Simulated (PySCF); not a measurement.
# C₅H₉ClOSi: magnetic properties

What do calculations give for the magnetic properties of C₅H₉ClOSi (`O=C[C@@H]1C[SiH2][C@H](Cl)C1`)?

Programs: PySCF 2.14.0, with routines of our own; each step states its level. All values are computed. Atoms count from 0.

## Step 1: The system as given

17 atoms, charge 0, multiplicity 1; geometry from: GFN2-xTB.

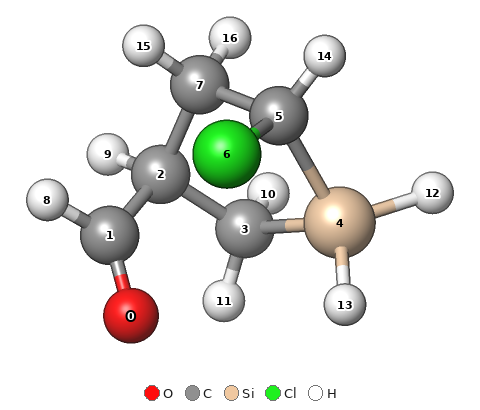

The starting geometry (oxygen red, carbon grey, silicon light orange, chlorine green, hydrogen white).

## Step 2: Magnetic properties: GIAO HF/pcSseg-1

The job: settings as JSON, then the geometry in Å.

```
{"job": {"kind": "mag", "xc": "HF", "basis": "pcSseg-1", "isotopologues": 2}, "charge": 0, "multiplicity": 1}
O     -0.514352    -1.158646     2.066173
C     -1.195009    -0.788044     1.151561
C     -0.758770    -0.760491    -0.291598
C      0.687530    -1.237716    -0.421217
Si     1.710996     0.255138     0.168846
C      0.248397     1.484158    -0.107203
Cl    -0.385372     2.025004     1.483589
C     -0.827296     0.677751    -0.820312
H     -2.240103    -0.456066     1.306602
H     -1.457242    -1.395420    -0.849990
H      0.901044    -1.490209    -1.459668
H      0.841738    -2.134884     0.173972
H      2.800386     0.579859    -0.757033
H      2.127478     0.229474     1.561581
H      0.480023     2.400282    -0.647498
H     -1.819631     1.110706    -0.677287
H     -0.606815     0.671134    -1.890429
```

With the program's defaults for keys left out, this is: GIAO HF/pcSseg-1 magnetisability, rotational g tensor and spin-rotation constants, non-relativistic, gas phase.

Launch:

```console
OMP_NUM_THREADS=1 python excited_run.py task.json out
```

This one command runs all jobs of the session in turn.

The log of the run:

```text
final grid: 139272 points
cycle   1  E = -1017.5707665978  dE =  1.823e+00  |g| = 8.391e-01  |ddm| = 3.630e+00
cycle   2  E = -1017.6829773181  dE = -1.122e-01  |g| = 6.663e-01  |ddm| = 1.223e+00
cycle   3  E = -1017.7666255189  dE = -8.365e-02  |g| = 8.791e-02  |ddm| = 5.992e-01
cycle   4  E = -1017.7698646364  dE = -3.239e-03  |g| = 2.904e-02  |ddm| = 1.512e-01
cycle   5  E = -1017.7701672808  dE = -3.026e-04  |g| = 1.026e-02  |ddm| = 4.834e-02
cycle   6  E = -1017.7702267215  dE = -5.944e-05  |g| = 4.996e-03  |ddm| = 2.209e-02
cycle   7  E = -1017.7702418217  dE = -1.510e-05  |g| = 1.708e-03  |ddm| = 1.294e-02
cycle   8  E = -1017.7702436518  dE = -1.830e-06  |g| = 4.976e-04  |ddm| = 4.319e-03
cycle   9  E = -1017.7702437893  dE = -1.374e-07  |g| = 1.166e-04  |ddm| = 1.050e-03
cycle  10  E = -1017.7702437972  dE = -7.953e-09  |g| = 4.053e-05  |ddm| = 2.512e-04
cycle  11  E = -1017.7702437982  dE = -9.668e-10  |g| = 1.386e-05  |ddm| = 8.380e-05
converged SCF energy = -1017.7702437982

Magnetisability tensor (1e-30 J/T^2)
    -1396.92      -74.00       74.20
      -74.00    -1553.30      -98.01
       74.20      -98.01    -1489.25
isotropic -1479.82   principal values   -1625.90  -1510.55  -1303.02
isotropic susceptibility -89.117 1e-6 cm^3/mol

Inertial axes            a          b          c
rot. const./GHz      1.7647     1.4685     1.1931
chi total           -95.611    -90.684    -81.056
chi diamagnetic    -808.848   -920.704  -1092.072
chi paramagnetic    713.237    830.020   1011.016
quadrupole/D A       -2.141      1.306      0.835
g nuclear            0.5768     0.5558     0.5477
g electronic        -0.5913    -0.5726    -0.5667
g total             -0.0145    -0.0168    -0.0189

Spin-rotation constants (kHz, H = +C I.J)
atom  isotope        aa         bb         cc
  6   35Cl        0.294      0.237      0.192
  8     1H       -0.083      0.027     -0.039
  9     1H       -0.110     -0.132     -0.045
 10     1H       -0.120     -0.113     -0.095
 11     1H       -0.087     -0.121     -0.081
 12     1H       -0.168      0.059     -0.113
 13     1H       -0.160     -0.126      0.033
 14     1H       -0.094     -0.061     -0.099
 15     1H       -0.130     -0.078     -0.075
 16     1H       -0.184     -0.068     -0.065
  0    17O*      -0.311     -0.816     -1.252
  1    13C*       0.528      0.733      0.541
  2    13C*       0.294      0.227      0.245
  3    13C*       0.208      0.170      0.136
  4   29Si*      -0.920     -0.905     -0.656
  5    13C*       0.299      0.225      0.197
  7    13C*       0.266      0.252      0.194
* in the singly substituted isotopologue

Isotopologues: g along a, b, c
2H    at 8,9,10,11,12,1    -0.0128    -0.0157    -0.0171
18O   at 0                 -0.0140    -0.0163    -0.0188
```

Wall time 22 s (1 thread of Arm Neoverse V1, shared host); peak memory 0.86 GiB.

Key values:

```csv
quantity,value
magnetisability,-1480·10⁻³⁰ J/T²
molar susceptibility,-89.1·10⁻⁶ cm³/mol
"rotational g (a, b, c)","-0.0145, -0.0168, -0.0189"
```

## Step 3: Magnetic properties: GIAO KT2/pcseg-1

The job, as its differences from that of step 2:

```diff
@@ -1,2 +1,2 @@
-{"job": {"kind": "mag", "xc": "HF", "basis": "pcSseg-1", "isotopologues": 2}, "charge": 0, "multiplicity": 1}
+{"job": {"kind": "mag", "xc": "KT2", "basis": "pcseg-1", "scf": {"guess": "vsap", "aux": "def2-universal-jkfit"}}, "charge": 0, "multiplicity": 1}
 O     -0.514352    -1.158646     2.066173
```

Level: GIAO KT2/pcseg-1 magnetisability, rotational g tensor and spin-rotation constants, non-relativistic, gas phase.

The log of the run:

```text
final grid: 139272 points
cycle   1  E = -1010.3836997524  dE =  1.822e+01  |g| = 6.823e+00  |ddm| = 3.450e+01
cycle   2  E = -966.7139374250  dE =  4.367e+01  |g| = 1.318e+01  |ddm| = 3.995e+01
cycle   3  E = -1021.6650036286  dE = -5.495e+01  |g| = 5.259e+00  |ddm| = 2.269e+01
cycle   4  E = -1021.5839631061  dE =  8.104e-02  |g| = 4.825e+00  |ddm| = 1.539e+01
cycle   5  E = -1028.9629259868  dE = -7.379e+00  |g| = 2.389e+00  |ddm| = 1.450e+01
cycle   6  E = -1028.3426002594  dE =  6.203e-01  |g| = 2.706e+00  |ddm| = 6.192e+00
cycle   7  E = -1031.1478004972  dE = -2.805e+00  |g| = 6.068e-01  |ddm| = 5.389e+00
cycle   8  E = -1031.1982567749  dE = -5.046e-02  |g| = 5.224e-01  |ddm| = 1.273e+00
cycle   9  E = -1031.2554864647  dE = -5.723e-02  |g| = 1.738e-01  |ddm| = 6.104e-01
cycle  10  E = -1031.2606118071  dE = -5.125e-03  |g| = 7.039e-02  |ddm| = 2.124e-01
cycle  11  E = -1031.2618202679  dE = -1.208e-03  |g| = 3.095e-02  |ddm| = 9.226e-02
cycle  12  E = -1031.2619946044  dE = -1.743e-04  |g| = 1.655e-02  |ddm| = 3.400e-02
cycle  13  E = -1031.2620682739  dE = -7.367e-05  |g| = 4.477e-03  |ddm| = 3.132e-02
cycle  14  E = -1031.2620745909  dE = -6.317e-06  |g| = 1.114e-03  |ddm| = 9.191e-03
cycle  15  E = -1031.2620749002  dE = -3.093e-07  |g| = 4.389e-04  |ddm| = 2.067e-03
cycle  16  E = -1031.2620749439  dE = -4.377e-08  |g| = 1.706e-04  |ddm| = 7.200e-04
cycle  17  E = -1031.2620749520  dE = -8.032e-09  |g| = 5.649e-05  |ddm| = 3.147e-04
cycle  18  E = -1031.2620749521  dE = -1.760e-10  |g| = 5.232e-05  |ddm| = 9.873e-05
cycle  19  E = -1031.2620749528  dE = -6.623e-10  |g| = 5.436e-06  |ddm| = 5.931e-05
converged SCF energy = -1031.2620749528

Magnetisability tensor (1e-30 J/T^2)
    -1330.53      -67.60       79.12
      -67.60    -1477.70     -107.84
       79.12     -107.84    -1453.63
isotropic -1420.62   principal values   -1574.21  -1448.71  -1238.95
isotropic susceptibility -85.552 1e-6 cm^3/mol

Inertial axes            a          b          c
rot. const./GHz      1.7647     1.4685     1.1931
chi total           -91.859    -86.998    -77.799
chi diamagnetic    -807.038   -917.838  -1089.819
chi paramagnetic    715.179    830.840   1012.020
quadrupole/D A       -1.291      0.362      0.930
g nuclear            0.5768     0.5558     0.5477
g electronic        -0.5929    -0.5732    -0.5672
g total             -0.0161    -0.0174    -0.0195

Spin-rotation constants (kHz, H = +C I.J)
atom  isotope        aa         bb         cc
  6   35Cl        0.458      0.377      0.287
  8     1H       -0.077      0.029     -0.022
  9     1H       -0.101     -0.131     -0.037
 10     1H       -0.119     -0.105     -0.090
 11     1H       -0.085     -0.117     -0.074
 12     1H       -0.161      0.067     -0.109
 13     1H       -0.157     -0.122      0.036
 14     1H       -0.085     -0.048     -0.095
 15     1H       -0.121     -0.073     -0.072
 16     1H       -0.176     -0.060     -0.063
  0    17O*      -0.309     -0.700     -1.119
  1    13C*       0.518      0.654      0.520
  2    13C*       0.330      0.238      0.271
  3    13C*       0.213      0.181      0.148
  4   29Si*      -1.008     -1.024     -0.726
  5    13C*       0.323      0.249      0.212
  7    13C*       0.291      0.275      0.204
* in the singly substituted isotopologue
```

Wall time 57 s (1 thread of Arm Neoverse V1, shared host); peak memory 0.62 GiB.

Key values:

```csv
quantity,value
magnetisability,-1421·10⁻³⁰ J/T²
molar susceptibility,-85.6·10⁻⁶ cm³/mol
"rotational g (a, b, c)","-0.0161, -0.0174, -0.0195"
```

## Step 4: The levels compared

```
           level  ξ (10⁻³⁰ J/T²)     g(a)     g(b)  gap (eV)  functions  time
GIAO HF/pcSseg-1           -1480  -0.0145  -0.0168     14.32        195  22 s
GIAO KT2/pcseg-1           -1421  -0.0161  -0.0174      4.22        165  57 s
```

## Step 5: Summary of results

| quantity | value |
| --- | --- |
| magnetisability (step 2, GIAO HF/pcSseg-1) | -1480·10⁻³⁰ J/T² |
| molar susceptibility (step 2, GIAO HF/pcSseg-1) | -89.1·10⁻⁶ cm³/mol |
| rotational g (a, b, c) (step 2, GIAO HF/pcSseg-1) | -0.0145, -0.0168, -0.0189 |
| magnetisability over the levels | -1480 to -1421·10⁻³⁰ J/T² |

What this shows: The magnetisability spreads by 4.1 % over 2 levels, from GIAO HF/pcSseg-1 (22 s) to GIAO KT2/pcseg-1 (57 s); the runs took 22 s to 57 s. Two levels can agree by chance, so this spread shows no convergence. Vibrational averaging and real surroundings are missing from these values.
